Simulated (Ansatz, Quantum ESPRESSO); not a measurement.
# Work function of Ba(100), 5 layers, one monolayer of Au on top sites, part 2 of 6

Wanted: work functions and the surface dipole of Ba(100), 5 layers, one monolayer of Au on top sites at several levels, with their cost.

Quantum ESPRESSO 7.5; plane-wave DFT, PBE, GBRV ultrasoft pseudopotentials; geometry and cross-check by Ansatz 0.2.0 with PAW datasets.

So far. Step 2 (Relaxation with Ansatz): The relaxation lowers the energy by 117 meV an atom. Held were the atoms numbered 1, 2 and 3; the forces quoted are those on the free ones.

## 3. SCF with pw.x

A dipole correction (tefield, dipfield, eamp = 0) lets each face keep its own vacuum level; its ramp sits in the vacuum at emaxpos, and symmetry is switched off.

Level of this step: plane-wave DFT, PBE, GBRV ultrasoft pseudopotentials (Quantum ESPRESSO 7.5).

Contents of scf.in:

```
&control
  prefix = 'scf'
  outdir = './out'
  pseudo_dir = './pseudo'
  calculation = 'scf'
  tprnfor = .true.
  tefield = .true.
  dipfield = .true.
/
&system
  ibrav = 0
  nat = 6
  ntyp = 2
  ecutwfc = 40
  ecutrho = 200
  occupations = 'smearing'
  smearing = 'mv'
  degauss = 0.02
  edir = 3
  emaxpos = 0.97
  eopreg = 0.04
  eamp = 0.0
/
&electrons
  conv_thr = 1e-07
  mixing_beta = 0.4
  electron_maxstep = 120
  mixing_mode = 'local-TF'
/
ATOMIC_SPECIES
  Ba  137.3270  ba_pbe_v1.uspp.F.UPF
  Au  196.9666  au_pbe_v1.uspp.F.UPF
CELL_PARAMETERS angstrom
  5.02000000000000 0.00000000000000 0.00000000000000
  0.00000000000000 5.02000000000000 0.00000000000000
  0.00000000000000 0.00000000000000 29.04000000000000
ATOMIC_POSITIONS crystal
  Ba  0.000000000000 0.000000000000 0.285812672200
  Ba  0.500000000000 0.500000000000 0.372245179100
  Ba  0.000000000000 0.000000000000 0.458677686000
  Ba  0.500000000000 0.500000000000 0.547302663266
  Ba  0.000000000000 0.000000000000 0.658329964578
  Au  0.000000000000 0.000000000000 0.754871266515
K_POINTS automatic
  6 6 1 0 0 0
```

On the command line:

```console
OMP_NUM_THREADS=1 mpirun -n 4 pw.x -nk 2 -in scf.in > scf.out
```

What it wrote:

```text
Program PWSCF v.7.5 starts
[citation notice left out]

     Parallel version (MPI & OpenMP), running on       4 processor cores
     Number of MPI processes:                 4
     Threads/MPI process:                     1

     MPI processes distributed on     1 nodes
[...]
Current dimensions of program PWSCF are:
     Max number of different atomic species (ntypx) = 10
     Max number of k-points (npk) =  40000
     Max angular momentum in pseudopotentials (lmaxx) =  4
     Presently no symmetry can be used with electric field

     K-points division:     npool     =       2
     R & G space division:  proc/nbgrp/npool/nimage =       2
     Subspace diagonalization in iterative solution of the eigenvalue problem:
     a serial algorithm will be used

     Parallelization info
     --------------------
     sticks:   dense  smooth     PW     G-vecs:    dense   smooth      PW
     Min         716     568    166               118026    84274   13068
     Max         717     569    167               118045    84291   13071
     Sum        1433    1137    333               236071   168565   26139

     Using Slab Decomposition

     bravais-lattice index     =            0
     lattice parameter (alat)  =       9.4864  a.u.
     unit-cell volume          =    4938.5636 (a.u.)^3
     number of atoms/cell      =            6
     number of atomic types    =            2
     number of electrons       =        61.00
     number of Kohn-Sham states=           37
     kinetic-energy cutoff     =      40.0000  Ry
     charge density cutoff     =     200.0000  Ry
     scf convergence threshold =      1.0E-07
     mixing beta               =       0.4000
     number of iterations used =            8  local-TF  mixing
     Exchange-correlation= SLA  PW   PBE  PBE
                           (   1   4   3   4   0   0   0)

     celldm(1)=   9.486425  celldm(2)=   0.000000  celldm(3)=   0.000000
     celldm(4)=   0.000000  celldm(5)=   0.000000  celldm(6)=   0.000000

     crystal axes: (cart. coord. in units of alat)
               a(1) = (   1.000000   0.000000   0.000000 )
               a(2) = (   0.000000   1.000000   0.000000 )
               a(3) = (   0.000000   0.000000   5.784861 )

     reciprocal axes: (cart. coord. in units 2 pi/alat)
               b(1) = (  1.000000  0.000000  0.000000 )
               b(2) = (  0.000000  1.000000  0.000000 )
               b(3) = (  0.000000  0.000000  0.172865 )

     PseudoPot. # 1 for Ba read from file:
     ./pseudo/ba_pbe_v1.uspp.F.UPF
     Pseudo is Ultrasoft + core correction, Zval = 10.0
     Generated by new atomic code, or converted to UPF format
     Using radial grid of  907 points,  7 beta functions with:
                l(1) =   0
                l(2) =   0
                l(3) =   1
                l(4) =   1
                l(5) =   2
                l(6) =   2
                l(7) =   3
     Q(r) pseudized with  6 coefficients,  rinner =    1.700   1.700   1.700
                                                       1.700   1.700   1.700
                                                       1.700

     PseudoPot. # 2 for Au read from file:
     ./pseudo/au_pbe_v1.uspp.F.UPF
     Pseudo is Ultrasoft + core correction, Zval = 11.0
     Generated by new atomic code, or converted to UPF format
     Using radial grid of  985 points,  7 beta functions with:
                l(1) =   0
                l(2) =   0
                l(3) =   1
                l(4) =   1
                l(5) =   2
                l(6) =   2
                l(7) =   3
     Q(r) pseudized with  6 coefficients,  rinner =    1.900   1.900   1.900
                                                       1.900   1.900   1.900
                                                       1.900

     atomic species   valence    mass     pseudopotential
     Ba               10.00   137.32700     Ba( 1.00)
     Au               11.00   196.96660     Au( 1.00)

     No symmetry found

   Cartesian axes

     site n.     atom                  positions (alat units)
         1        Ba     tau(   1) = (   0.0000000   0.0000000   1.6533865  )
         2        Ba     tau(   2) = (   0.5000000   0.5000000   2.1533865  )
         3        Ba     tau(   3) = (   0.0000000   0.0000000   2.6533865  )
         4        Ba     tau(   4) = (   0.5000000   0.5000000   3.1660696  )
         5        Ba     tau(   5) = (   0.0000000   0.0000000   3.8083470  )
         6        Au     tau(   6) = (   0.0000000   0.0000000   4.3668250  )

     number of k points=    20  Marzari-Vanderbilt smearing, width (Ry)=  0.0200
                       cart. coord. in units 2pi/alat
        k(    1) = (   0.0000000   0.0000000   0.0000000), wk =   0.0555556
        k(    2) = (   0.0000000   0.1666667   0.0000000), wk =   0.1111111
        k(    3) = (   0.0000000   0.3333333   0.0000000), wk =   0.1111111
        k(    4) = (   0.0000000  -0.5000000   0.0000000), wk =   0.0555556
        k(    5) = (   0.1666667   0.0000000   0.0000000), wk =   0.1111111
        k(    6) = (   0.1666667   0.1666667   0.0000000), wk =   0.1111111
        k(    7) = (   0.1666667   0.3333333   0.0000000), wk =   0.1111111
        k(    8) = (   0.1666667  -0.5000000   0.0000000), wk =   0.1111111
        k(    9) = (   0.1666667  -0.3333333   0.0000000), wk =   0.1111111
        k(   10) = (   0.1666667  -0.1666667   0.0000000), wk =   0.1111111
[...]
k(   20) = (  -0.5000000  -0.5000000   0.0000000), wk =   0.0555556

     Dense  grid:   236071 G-vectors     FFT dimensions: (  45,  45, 250)

     Smooth grid:   168565 G-vectors     FFT dimensions: (  40,  40, 225)

     Estimated max dynamical RAM per process >     493.31 MB

     Estimated total dynamical RAM >       1.87 GB

     Check: negative core charge=   -0.000003

     Initial potential from superposition of free atoms

     starting charge      60.9249, renormalised to      61.0000

     negative rho (up, down):  4.770E-01 0.000E+00

     Adding external electric field

     Computed dipole along edir(3) :
        Dipole               -0.2142 Ry au,         -0.5444 Debye
        Dipole field         -0.0005 Ry au,

        Potential amp.        0.0574 Ry
        Total length         52.6825 bohr

     Starting wfcs are   74 randomized atomic wfcs

     total cpu time spent up to now is        8.3 secs

     per-process dynamical memory:   165.5 Mb

     Self-consistent Calculation

     iteration #  1     ecut=    40.00 Ry     beta= 0.40
     Davidson diagonalization with overlap
[...]
Dipole               -0.7909 Ry au,         -2.0102 Debye
[...]
total energy              =    -466.25428061 Ry
     estimated scf accuracy    <       0.00291357 Ry

[...]
iteration # 20     ecut=    40.00 Ry     beta= 0.40
[...]
negative rho (up, down):  4.431E-01 0.000E+00

[...]
Dipole               -0.7827 Ry au,         -1.9894 Debye
[...]
total energy              =    -466.25442316 Ry
     estimated scf accuracy    <       0.00001154 Ry

     iteration # 21     ecut=    40.00 Ry     beta= 0.40
[...]
negative rho (up, down):  4.431E-01 0.000E+00

[...]
Dipole               -0.7854 Ry au,         -1.9962 Debye
[...]
total energy              =    -466.25442293 Ry
     estimated scf accuracy    <       0.00001233 Ry

     iteration # 22     ecut=    40.00 Ry     beta= 0.40
[...]
negative rho (up, down):  4.431E-01 0.000E+00

[...]
Dipole               -0.7835 Ry au,         -1.9915 Debye
[...]
total energy              =    -466.25442375 Ry
     estimated scf accuracy    <       0.00000314 Ry

     iteration # 23     ecut=    40.00 Ry     beta= 0.40
[...]
negative rho (up, down):  4.432E-01 0.000E+00

[...]
Dipole               -0.7831 Ry au,         -1.9904 Debye
[...]
total energy              =    -466.25442418 Ry
     estimated scf accuracy    <       0.00000163 Ry

     iteration # 24     ecut=    40.00 Ry     beta= 0.40
[...]
negative rho (up, down):  4.432E-01 0.000E+00

[...]
Dipole               -0.7831 Ry au,         -1.9904 Debye
[...]
total energy              =    -466.25442424 Ry
     estimated scf accuracy    <       0.00000087 Ry

     iteration # 25     ecut=    40.00 Ry     beta= 0.40
[...]
negative rho (up, down):  4.432E-01 0.000E+00

[...]
Dipole               -0.7828 Ry au,         -1.9896 Debye
[...]
total energy              =    -466.25442426 Ry
     estimated scf accuracy    <       0.00000014 Ry

     iteration # 26     ecut=    40.00 Ry     beta= 0.40
[...]
negative rho (up, down):  4.432E-01 0.000E+00

[...]
Dipole               -0.7828 Ry au,         -1.9897 Debye
[...]
total energy              =    -466.25442427 Ry
     estimated scf accuracy    <       0.00000049 Ry

     iteration # 27     ecut=    40.00 Ry     beta= 0.40
[...]
negative rho (up, down):  4.432E-01 0.000E+00

[...]
Dipole               -0.7807 Ry au,         -1.9844 Debye
[...]
End of self-consistent calculation

          k = 0.0000 0.0000 0.0000 ( 21211 PWs)   bands (ev):

   -28.6010 -28.2577 -27.9748 -27.9685 -27.8825 -13.8002 -13.6937 -13.6937
   -13.4420 -13.4008 -13.4008 -13.2093 -13.1804 -13.1804 -13.1338 -13.1338
   -13.1309 -13.0357 -12.9632 -12.9632  -1.7545  -1.5762  -1.5711  -1.5711
    -1.1898  -1.1015  -1.0829  -0.5915   0.0130   0.4786   0.5472   0.6151
     1.0172   1.6262   1.7342   2.3766   2.6012

          k = 0.0000 0.1667 0.0000 ( 21161 PWs)   bands (ev):

   -28.6002 -28.2568 -27.9734 -27.9679 -27.8828 -13.8006 -13.7150 -13.6901
   -13.4452 -13.4280 -13.3942 -13.2081 -13.1910 -13.1790 -13.1679 -13.1282
   -13.1249 -13.0197 -12.9764 -12.9729  -1.7182  -1.5854  -1.5700  -1.3705
    -1.1751  -1.0906  -0.9200  -0.4632   0.1148   0.5738   0.7003   0.7641
     1.0954   1.5977   1.7304   2.1430   2.2647

          k = 0.0000 0.3333 0.0000 ( 21077 PWs)   bands (ev):

   -28.5987 -28.2550 -27.9706 -27.9666 -27.8836 -13.8019 -13.7563 -13.6828
   -13.4752 -13.4565 -13.3809 -13.2371 -13.2069 -13.1901 -13.1769 -13.1252
   -13.1129 -13.0067 -12.9963 -12.9918  -1.6956  -1.6133  -1.5678  -1.1550
    -1.1059  -0.7564  -0.4831  -0.1736   0.2248   0.5627   0.8651   1.0843
     1.3749   1.5858   1.7657   1.9408   1.9696

          k = 0.0000-0.5000 0.0000 ( 21032 PWs)   bands (ev):

   -28.5980 -28.2540 -27.9692 -27.9659 -27.8840 -13.8029 -13.7763 -13.6792
   -13.4965 -13.4647 -13.3740 -13.2568 -13.2091 -13.2014 -13.1760 -13.1249
   -13.1015 -13.0117 -13.0040 -12.9953  -1.6886  -1.6275  -1.5666  -1.1449
    -1.1135  -0.2600   0.0285   0.0536   0.0683   0.2167   0.7675   1.2669
     1.6592   1.7090   1.7701   1.8146   1.8166

          k = 0.1667 0.0000 0.0000 ( 21161 PWs)   bands (ev):

   -28.6002 -28.2568 -27.9734 -27.9679 -27.8828 -13.8006 -13.7150 -13.6901
   -13.4452 -13.4280 -13.3942 -13.2081 -13.1910 -13.1790 -13.1679 -13.1282
   -13.1249 -13.0197 -12.9764 -12.9729  -1.7182  -1.5854  -1.5700  -1.3705
    -1.1751  -1.0906  -0.9200  -0.4632   0.1148   0.5738   0.7003   0.7641
     1.0954   1.5977   1.7304   2.1430   2.2647

          k = 0.1667 0.1667 0.0000 ( 21123 PWs)   bands (ev):

   -28.5995 -28.2559 -27.9722 -27.9672 -27.8829 -13.7995 -13.7124 -13.7110
   -13.4447 -13.4229 -13.4207 -13.2064 -13.1970 -13.1967 -13.1548 -13.1512
   -13.1232 -13.0178 -12.9898 -12.9719  -1.7063  -1.5849  -1.5829  -1.1557
    -1.1543  -1.0991  -0.7422  -0.3222   0.2562   0.7408   0.8223   0.9112
     1.1374   1.5915   1.6259   1.9501   2.0496

[...]
the Fermi energy is     0.9221 ev

!    total energy              =    -466.25442423 Ry
     estimated scf accuracy    <       0.00000005 Ry
     smearing contrib. (-TS)   =      -0.00398686 Ry
     internal energy E=F+TS    =    -466.25043737 Ry

     The total energy is F=E-TS. E is the sum of the following terms:
     one-electron contribution =   -1017.35270674 Ry
     hartree contribution      =     518.25580308 Ry
     xc contribution           =    -200.00568212 Ry
     ewald contribution        =     232.85059748 Ry
     electric field correction =       0.00155093 Ry

     convergence has been achieved in  27 iterations

     negative rho (up, down):  4.432E-01 0.000E+00

     Forces acting on atoms (cartesian axes, Ry/au):

     atom    1 type  1   force =    -0.00000007    0.00000009   -0.00277774
     atom    2 type  1   force =    -0.00000014    0.00000004    0.00635105
     atom    3 type  1   force =    -0.00000013    0.00000006   -0.00370638
     atom    4 type  1   force =    -0.00000009    0.00000004   -0.00003884
     atom    5 type  1   force =    -0.00000007    0.00000005   -0.00396305
     atom    6 type  2   force =     0.00000048   -0.00000028    0.00413496

     Total force =     0.009726     Total SCF correction =     0.000635

[...]
=------------------------------------------------------------------------------=
   JOB DONE.
=------------------------------------------------------------------------------=
[key lines of the parts left out:]
Dipole field         -0.0020 Ry au,
```

Run time: 5.9 min. Hardware: 4 MPI ranks of Intel Xeon Platinum 8259CL at 2.50GHz (Skylake/Cascade Lake), shared host; peak memory 2.1 GiB; 23 min of CPU time.

Read from the output:

| Item | Value |
| --- | --- |
| free energy | -6343.7146 eV |
| Fermi energy | 0.9221 eV |
| dipole along the normal | -0.4131 e·Å |

The program's own clock; routines nest. Time by routine:

| routine | wall time (s) | calls |
| --- | --- | --- |
| PWSCF | 352.1 | 1 |
| electrons | 340.9 | 1 |
| c_bands | 203.5 | 27 |
| cegterg | 168.1 | 270 |
| h_psi | 133.6 | 1051 |
| fftw | 113.3 | 55118 |
| vloc_psi | 107.3 | 1051 |
| sum_band | 78.37 | 27 |
| newd | 35.33 | 28 |
| calbec | 19.9 | 1361 |
| mix_rho | 19.55 | 27 |
| h_psi:calbec | 13.72 | 1051 |
| add_vuspsi | 11.74 | 1051 |
| s_psi | 11.47 | 1051 |

The run needed 27 iterations to bring the estimated error under 1e-07 Ry; the largest force on any atom, held or free, is 0.16 eV/Å.

## 4. Electrostatic potential

plot_num = 11 writes the bare and Hartree potential. It leaves out exchange and correlation, which fade slowly, so it flattens close to the surface.

Contents of pot.in:

```
&inputpp
  prefix = 'scf'
  outdir = './out'
  filplot = 'pot.dat'
  plot_num = 11
/
```

On the command line:

```console
OMP_NUM_THREADS=1 mpirun -n 4 pp.x -in pot.in > pot.out
```

What it wrote:

```text
[banner, memory and clock lines left out]
Program POST-PROC v.7.5 starts

          URL

     ./out/scf.save/

     IMPORTANT: XC functional enforced from input :
     Exchange-correlation= PBE
                           (   1   4   3   4   0   0   0)
     Any further DFT definition will be discarded
     Please, verify this is what you really want

     Check: negative core charge=   -0.000003

     negative rho (up, down):  4.432E-01 0.000E+00

     Adding external electric field

     Computed dipole along edir(3) :
        Dipole               -0.7807 Ry au,         -1.9844 Debye
        Dipole field         -0.0020 Ry au,

        Potential amp.        0.2093 Ry
        Total length         52.6825 bohr

     Calling punch_plot, plot_num =  11

     Adding external electric field

     Computed dipole along edir(3) :
        Dipole               -0.7807 Ry au,         -1.9844 Debye
        Dipole field         -0.0020 Ry au,

        Potential amp.        0.2093 Ry
        Total length         52.6825 bohr

     Writing data to file  pot.dat
     Message from routine chdens:
     namelist plot not found or invalid, exiting
```

The job ended after 2.9 s (4 MPI ranks; peak memory 0.41 GiB; 11 s of CPU time).

This step gave:

| Item | Value |
| --- | --- |
| work function of the upper face | 5.330 eV |
| slope of the potential above | 1.26e-4 eV/Å |
| upper vacuum line continued to the top atoms, over the Fermi level | 5.330 eV |
| work function of the lower face | 2.362 eV |
| slope of the potential below | -0.002913 eV/Å |
| lower vacuum line continued to the bottom atoms, over the Fermi level | 2.345 eV |

The potential energy, planar mean oscillates, so the rows of the table below give means over windows of 2.5 Å about each position, cut where the curve ends. Its maxima inside the range that stand out by 2 % of the span (Å: eV): 9.6: -0.661, 12.1: -0.569, 14.6: -0.528, 17.5: 1.01, 22.0: 3.61, 28.0: 5.33. Its minima: 8.4: -3.74, 10.8: -3.24, 13.4: -3.34, 15.8: -3.61, 19.2: -3.92, 22.4: 3.34.

Electrostatic potential energy of an electron, with the sawtooth; zero at the Fermi level. The potential energy, planar mean by z; means over each step:

| z (Å) | potential energy, planar mean (eV) |
| --- | --- |
| 0.0 | 2.45 |
| 2.5 | 2.36 |
| 5.0 | 2.23 |
| 7.5 | -1.27 |
| 10.0 | -2.15 |
| 12.5 | -2.11 |
| 15.0 | -2.17 |
| 17.5 | -0.711 |
| 20.0 | -0.460 |
| 22.5 | 3.94 |
| 25.0 | 5.31 |
| 27.5 | 5.15 |

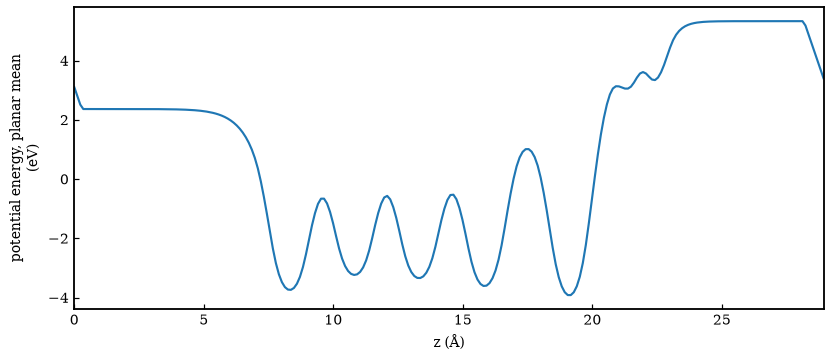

Potential energy, planar mean, plotted against z.

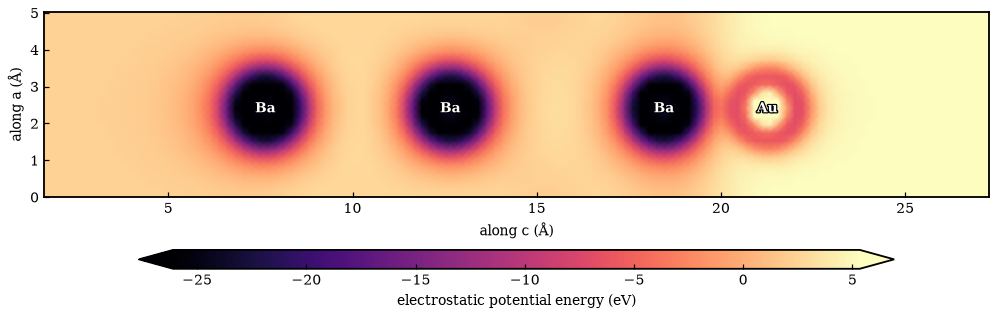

Electrostatic potential energy in the ca plane at fractional y = 0.000, with atoms of Ba and Au within 0.2 Å of it. With pseudopotentials it is smooth inside the atoms' cores, unlike the true potential. The map starts off the cell's origin, so that atoms lie inside it. The far vacuum is left out of the map.

The vacuum is flat to 2.9 meV/Å, so its level is well defined. Inside the slab the curve depends on the local part of the pseudopotentials; only the vacuum level has a meaning of its own.

## 5. Planar and running averages

A running mean over one period damps the atomic wiggles and leaves the mean of this pseudopotential's potential.

Contents of avg.in:

```
1
pot.dat
1.0
463
3
4.7432125728
```

On the command line:

```console
OMP_NUM_THREADS=1 average.x < avg.in > avg.out
```

What it wrote:

```text
[banner, memory and clock lines left out]
Program AVERAGE v.7.5 starts

          URL

     Reading header from file  pot.dat
     Reading data from file  pot.dat
     Output written to file avg.dat

[...]
```

Wall time 1.6 s (1 MPI rank); peak memory 0.13 GiB.

This step gave:

```
average.x's running mean inside the slab, on the run's own zero                  : -1.171 eV
mean potential by an exact Fourier window inside the slab, on the run's own zero : -1.171 eV
```

The potential energy (planar mean) oscillates, so the rows of the table below give means over windows of 2 Å about each position, cut where the curve ends. Its maxima inside the range that stand out by 2 % of the span (Å: eV): 9.6: -0.641, 12.0: -0.567, 14.6: -0.518, 17.5: 1.02, 22.0: 3.61, 28.0: 5.34. Its minima: 8.3: -3.74, 10.9: -3.24, 13.3: -3.35, 15.8: -3.61, 19.1: -3.93, 22.4: 3.34.

Electrostatic potential energy of an electron, with the sawtooth; zero at the Fermi level; window 2.5100 Å. Potential energy against z; means over each step:

| z (Å) | planar mean (eV) | running mean (eV) |
| --- | --- | --- |
| 0 | 2.48 | 2.95 |
| 2 | 2.36 | 2.38 |
| 4 | 2.34 | 2.32 |
| 6 | 1.84 | 1.47 |
| 8 | -2.44 | -1.74 |
| 10 | -1.96 | -2.17 |
| 12 | -1.81 | -2.09 |
| 14 | -2.01 | -2.12 |
| 16 | -2.49 | -1.84 |
| 18 | -0.765 | -1.22 |
| 20 | -0.501 | -0.257 |
| 22 | 3.45 | 3.49 |
| 24 | 5.17 | 4.98 |
| 26 | 5.33 | 5.33 |
| 28 | 4.91 | 4.64 |

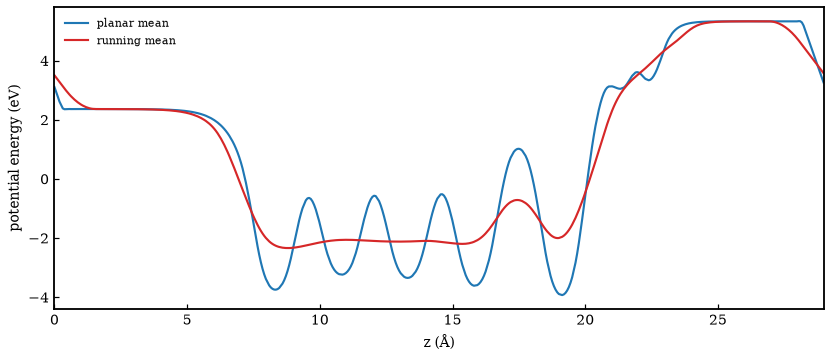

Potential energy against z.

Where the running mean is not flat inside, average.x's window, rounded to the grid, doesn't match the spacings there.

[end of part 2 of 6]

[Logs are printed without paths, hosts, clocks, repeated set-up lines and the standing remarks that a program may print on its own settings, such as how far it seeks lower states.]

[Hosts, paths, dates, database ids (printed as entryN), source tags and the programs' standing remarks are cut or masked in the printed files.]

[Maps of the electrostatic potential energy from Ansatz leave out the sawtooth potential of an applied field or a dipole correction, so their vacuum need not be flat; planar profiles and work functions include it.]
